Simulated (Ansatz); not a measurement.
```xyz
11

C    -0.3340    0.6711   -0.8575
C    -0.0052    0.9388    0.5738
C     0.2841   -0.5780    0.7301
C    -0.0579   -0.7932   -0.7683
H    -0.6432    1.3126   -1.6733
H    -0.8273    1.3224    1.1913
H     0.8568    1.5949    0.7499
H    -0.3828   -1.0936    1.4217
H     1.3133   -0.8174    0.9987
H     0.7731   -1.1596   -1.3847
H    -0.9117   -1.4550   -0.9610
```

Geometry: PBE0-D4/def2-TZVP.

Level of theory: UKS PBE0-D4/def2-TZVPP in Ansatz 0.2.0.

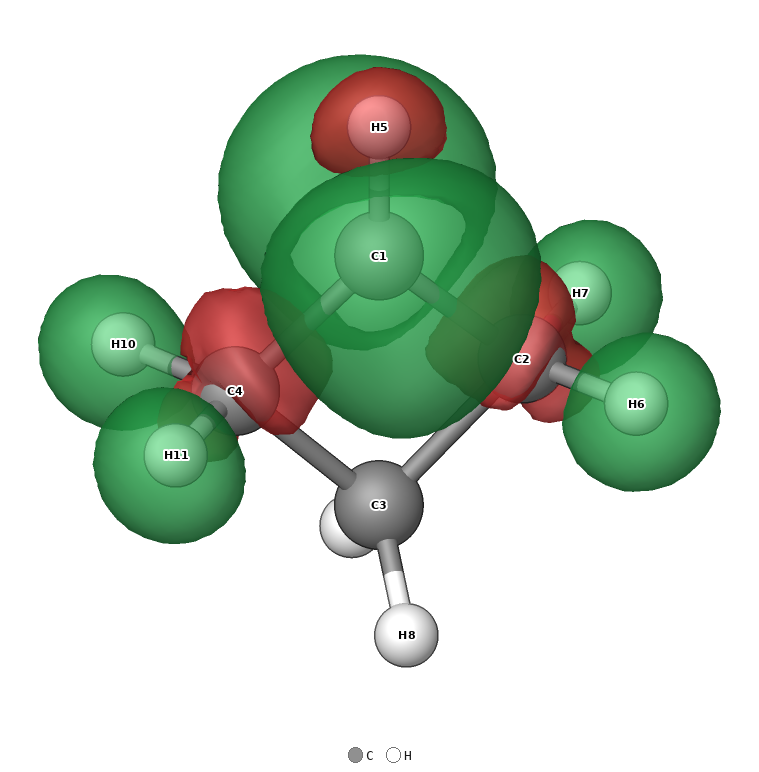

C4H7 (doublet). Isosurfaces of the spin density (α minus β) at +0.015 (green) and −0.015 e/Å³ (red), seen at an oblique angle.

### Where is the unpaired spin?

The unpaired spin (1 electron) lies mostly on C1 (about 0.7), in electrons by Hirshfeld's partition.
